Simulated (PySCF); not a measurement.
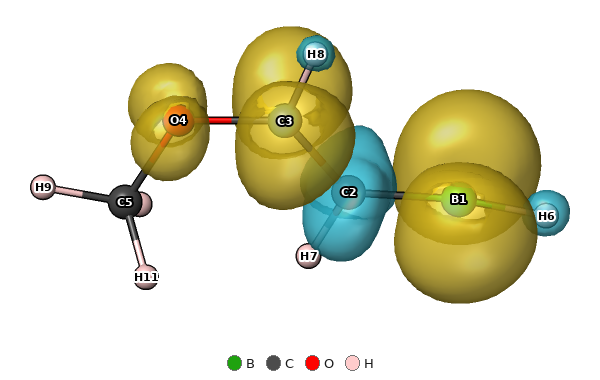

*C₃H₆BO (SMILES [BH]/C=C/OC) (doublet). Isosurfaces of the spin density (α minus β) at +0.02 (yellow) and −0.02 e/Å³ (cyan), seen at a tilt.*

Geometry: GFN2-xTB.

Level of theory: PySCF 2.14.0, density-fitted response routines, UKS B3LYP, pcH-1 on B C H O, non-relativistic, mean-field spin-orbit, GIAO.

```xyz
11

B     2.5046    0.0255   -0.4530
C     1.0912    0.0122   -0.2201
C     0.3377   -0.2126    0.9121
O    -1.0288   -0.1802    1.0366
C    -1.7889    0.1033   -0.1053
H     3.6056   -0.0727   -0.7526
H     0.5202    0.2497   -1.1185
H     0.7873   -0.4515    1.8611
H    -2.8310    0.0685    0.2095
H    -1.5670    1.1016   -0.5015
H    -1.6255   -0.6410   -0.8942
```

Q: Describe the spin distribution.

A: The unpaired spin (1 electron) lies mostly on B1 (about 0.5), C3 (about 0.3) and O4 (about 0.1), in electrons by Hirshfeld's partition.
